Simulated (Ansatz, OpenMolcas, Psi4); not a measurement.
## How methods differ on CH6NPSi (SMILES C1NP[SiH2]1)

CH6NPSi: 10 atoms, total charge 0, spin state singlet. As SMILES, `C1NP[SiH2]1`. Geometry: relaxed at PBE0-D4/def2-TZVP.

```xyz
10

C    -0.5189    0.7537   -0.2803
N     0.3887    0.8672    0.8652
P     0.9739   -0.7160    1.2759
Si    0.3823   -0.7973   -0.9074
H    -0.5259    1.6473   -0.9107
H    -1.5542    0.5124    0.0036
H     0.1265    1.5005    1.6091
H    -0.2531   -1.3936    1.6315
H     1.4931   -0.4999   -1.8481
H    -0.4292   -1.9255   -1.4358
```

Each level gives the vertical ionisation energy (to the doublet cation) (eV). The values are calculated.

```tsv
level	kind	program	value (eV)	less CCSD(T)/def2-SVP	CPU time (all runs)
SVWN5/def2-SVP	LDA	Ansatz	8.47	-0.06	11 s
M06-L/def2-SVP	meta-GGA	OpenMolcas	8.58	+0.05	3.1 min
BHLYP/def2-SVP	global hybrid	Ansatz	8.67	+0.14	24 s
CAM-B3LYP/def2-SVP	range-separated hybrid	Ansatz	8.70	+0.17	29 s
B2PLYP/def2-SVP	double hybrid	Ansatz	8.61	+0.08	33 s
RPA@PBE/def2-SVP	RPA	Ansatz	8.49	-0.04	34 s
MP2/def2-SVP	perturbation theory	Psi4	8.78	+0.25	13 s
CCSD(T)/def2-SVP, open shells restricted	coupled cluster or CI	OpenMolcas	8.53	0.00	2.6 min
```

Differences are taken from CCSD(T)/def2-SVP, open shells restricted for orientation; it has basis-set and higher-order errors of its own. The values span 8.47 to 8.78 eV. Times are those of the runs behind each value, whatever else they computed, on shared processors of several kinds: orders of magnitude only.

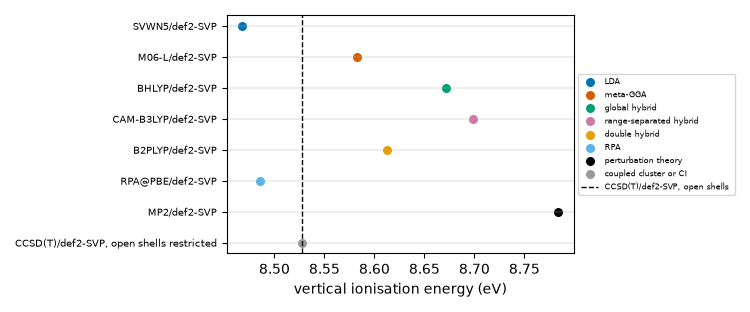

The values of the table, level by level.
